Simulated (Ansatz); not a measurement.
# C3H7F (2-fluoropropane) at RPA@PBE0/cc-pVDZ

What is the energy change on altering one bond length of C3H7F (2-fluoropropane) at RPA@PBE0/cc-pVDZ? 

Program for the calculation: Ansatz 0.2.0.

55 further runs of the same task are left out: 55 set aside as unsound or not needed.

## Step 1: The molecule

C3H7F has 11 atoms, charge 0, and is taken as a singlet. SMILES: `CC(C)F`. Geometry: relaxed at PBE0-D4/def2-TZVP.

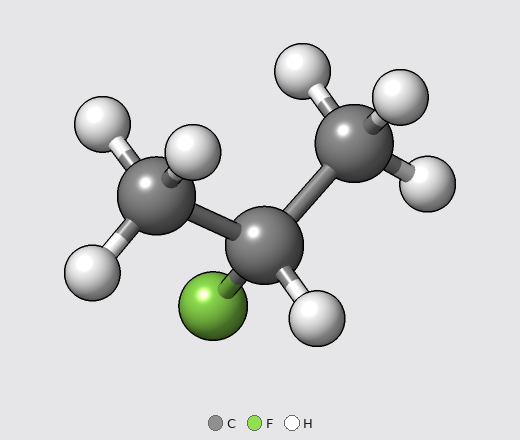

Viewed from a chosen angle; carbon grey, fluorine green, hydrogen white.

## Step 2: A single-point energy at RPA@PBE0/cc-pVDZ

File run.yaml:

```yaml
crystal:
  periodic: [false, false, false]
  atoms:
    - {symbol: C, position_ang: [-0.234500, 1.045100, -0.703000]}
    - {symbol: C, position_ang: [-0.479600, -0.306600, -0.081300]}
    - {symbol: C, position_ang: [0.626400, -0.766200, 0.834700]}
    - {symbol: F, position_ang: [-0.614100, -1.242400, -1.108400]}
    - {symbol: H, position_ang: [-1.041900, 1.303400, -1.390000]}
    - {symbol: H, position_ang: [-0.180600, 1.814100, 0.071000]}
    - {symbol: H, position_ang: [0.707700, 1.043900, -1.256000]}
    - {symbol: H, position_ang: [-1.436600, -0.307200, 0.453700]}
    - {symbol: H, position_ang: [1.578500, -0.788700, 0.299400]}
    - {symbol: H, position_ang: [0.417300, -1.766700, 1.216600]}
    - {symbol: H, position_ang: [0.722800, -0.085600, 1.683800]}
basis:
  gaussian:
    orbitals: cc-pVDZ
hamiltonian:
  xc: {name: PBE0}
correlation:
  method: rpa
  frozen_orbitals: {C: 1, F: 1, H: 0}
accuracy: high
```

Command:

```console
$ ansatz run run.yaml --threads 1 --pin off --max-ram 3480MiB --events-out events.jsonl --progress --plain --runs-dir runs
```

What it wrote:

```text
Warning: RAYON_NUM_THREADS=1 ignored (pool sized by the plan → 1); use --threads N
Functional definition: PBE0
  name "PBE0"
  parameter a = 0.25
  parameter kappa = 0.804
  parameter beta = 0.06672455060314922
  exchange = (1 - a)*pbe_x(kappa = kappa, mu = beta*pi^2/3) + a*exact_x
  correlation = pbe_c(beta = beta)
2224 factors; integrals over basis functions are off by at most 3.6e-9 eV
mean field evaluation 1: about -5930.4291 eV, gradient 4.8e1 eV
mean field evaluation 2: about -5930.7009 eV, gradient 4.7e1 eV
mean field evaluation 4: about -5935.9654 eV, gradient 2.8e0 eV
mean field evaluation 8: about -5935.9859 eV, gradient 3.0e-1 eV
mean field evaluation 16: about -5935.9860 eV, gradient 1.3e-5 eV
mean field -5935.98604077 eV, -218.1434634425 hartree, gradient 4.4e-8 eV, S^2 0.000000; 0 other end points of the search recorded, 0 dependent functions left out
4 core orbitals not correlated: weight in the atoms' cores, before any rotation towards them, 1.000 or more for the frozen orbitals, at most 0.000 for the correlated occupied ones
reference -5908.06892370 eV, -217.1175283130 hartree; 13, 13 occupied and 74, 74 virtual orbitals, 2224 factors
Total energy: -5932.94346413 eV, -218.0316508133 hartree
```

Run time: 14 s. Hardware: 1 thread of Arm Neoverse V1, shared host; peak memory 0.37 GiB.

## Step 3: The distorted shape at the same level

File job.yaml:

```yaml
crystal:
  periodic: [false, false, false]
  atoms:
    - {symbol: C, position_ang: [-0.375854, 1.045280, -0.620036]}
    - {symbol: C, position_ang: [-0.620954, -0.306420, 0.001664]}
    - {symbol: C, position_ang: [0.485046, -0.766020, 0.917664]}
    - {symbol: F, position_ang: [-0.755454, -1.242220, -1.025436]}
    - {symbol: H, position_ang: [-1.183254, 1.303580, -1.307036]}
    - {symbol: H, position_ang: [-0.321954, 1.814280, 0.153964]}
    - {symbol: H, position_ang: [0.707700, 1.043900, -1.256000]}
    - {symbol: H, position_ang: [-1.577954, -0.307020, 0.536664]}
    - {symbol: H, position_ang: [1.437146, -0.788520, 0.382364]}
    - {symbol: H, position_ang: [0.275946, -1.766520, 1.299564]}
    - {symbol: H, position_ang: [0.581446, -0.085420, 1.766764]}
basis:
  gaussian:
    orbitals: cc-pVDZ
hamiltonian:
  xc: pbe0
correlation:
  method: rpa
  frozen_orbitals: {C: 1, F: 1, H: 0}
accuracy: high
```

Command:

```console
$ ansatz run job.yaml --threads 1 --pin off --max-ram 3480MiB --events-out events.jsonl --progress --plain --runs-dir runs
```

What it wrote, shortened:

```text
Warning: RAYON_NUM_THREADS=1 ignored (pool sized by the plan → 1); use --threads N
[... 2 set-up lines as earlier in the session ...]
[...]
2225 factors; integrals over basis functions are off by at most 3.5e-9 eV
[...]
mean field -5935.68261918 eV, -218.1323129048 hartree, gradient 2.9e-8 eV, S^2 0.000000; 0 other end points of the search recorded, 0 dependent functions left out
4 core orbitals not correlated: weight in the atoms' cores, before any rotation towards them, 1.000 or more for the frozen orbitals, at most 0.000 for the correlated occupied ones
reference -5907.69771782 eV, -217.1038867484 hartree; 13, 13 occupied and 74, 74 virtual orbitals, 2225 factors
Total energy: -5932.67013635 eV, -218.0216062027 hartree
```

Run time: 14 s. Hardware: 1 thread of Arm Neoverse V1, shared host; peak memory 0.37 GiB.

## Step 4: Outcome

Level: RPA@PBE0/cc-pVDZ, 4 core orbitals frozen.

| quantity | value |
| --- | --- |
| first shape: total energy | -218.03165 Eh |
| first shape: RPA correlation energy (valence) | -914.1 mEh |
| distorted shape: total energy | -218.02161 Eh |
| distorted shape: RPA correlation energy (valence) | -917.7 mEh |
| energy change with the C1–H7 bond stretched from 1.092 to 1.256 Å | 0.273 eV |

In words: With the C1–H7 bond stretched from 1.092 to 1.256 Å the energy rises by 0.27 eV (26.4 kJ/mol). The first shape isn't relaxed at this level, so the change isn't measured from a minimum.
